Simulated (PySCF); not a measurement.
SMILES OB(O)N[Si](OC)(C)OC (C3H12BNO4Si) at its GFN2-xTB optimised geometry (Å):

```
22

Si     0.3610    -0.6306     0.0216
C      1.4478    -0.8509     1.5717
O      1.1809    -1.0024    -1.3378
C      2.3809    -0.4488    -1.8137
O     -0.9770    -1.5545    -0.0080
C     -1.0000    -2.9496    -0.0964
N     -0.3666     0.9438    -0.0008
B      0.3157     2.1803     0.0000
O      1.6820     2.1803     0.0000
O     -0.3149     3.3970     0.0000
H      2.1655    -0.0398     1.6413
H      0.8589    -0.8444     2.4841
H      2.0045    -1.7846     1.5451
H      2.3902    -0.5560    -2.8993
H      3.2316    -0.9871    -1.3894
H      2.4537     0.6035    -1.5429
H     -0.6244    -3.3970     0.8266
H     -2.0339    -3.2586    -0.2526
H     -0.3859    -3.2937    -0.9292
H     -1.3724     0.9538     0.0024
H      2.0339     3.0711     0.0185
H     -1.2690     3.3616    -0.0011
```

Calculation: B3LYP/def2-SVP in PySCF.

Map of the log10 of the electron density (e/bohr³), floored at −4 on the plane z = 0.6 Å:

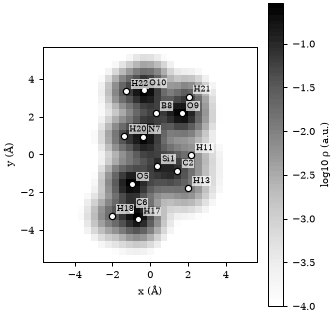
*Log10 of the electron density (e/bohr³), floored at −4 on the plane z = 0.6 Å.*
